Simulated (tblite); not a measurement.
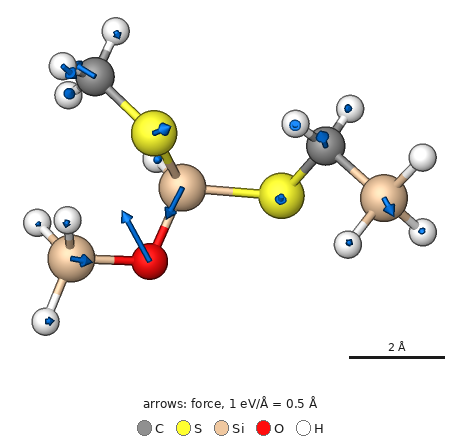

Starting geometry of C2H12OS2Si3 with the computed forces as blue arrows. A ball-and-stick model, seen face on.

Level of theory: GFN2-xTB geometry optimisation, gas phase in tblite 0.8.0. 

> What follows when this structure is relaxed?

It isn't relaxed: the largest force vector, on the O atom, is 2.57 eV/Å. The final displacements follow the starting forces only in part (cosine between the two patterns 0.30). After 136 geometry steps the energy has fallen by 101.3 kJ/mol. The largest moves after the best rigid fit, 1.37 Å, are those of O and H atoms. Largest moves by element: H 1.37 Å, O 1.37 Å, S 0.96 Å, Si 0.53 Å, C 0.39 Å. Among the contacts that change: O–Si 1.710 → 1.608 Å, O–Si 1.730 → 1.632 Å, C–H 1.118 → 1.085 Å, C–S 1.807 → 1.832 Å. Among the angles between lasting bonds that change: Si–O–Si 111.7° → 151.2°, Si–S–C 113.3° → 100.5°, C–S–Si 110.1° → 98.9°. Groups turn about O–Si by about 120°, O–Si by about 105°, S–Si by about 65°. The run took 1.8 s on 1 thread of Arm Neoverse V1, with other jobs on the host.
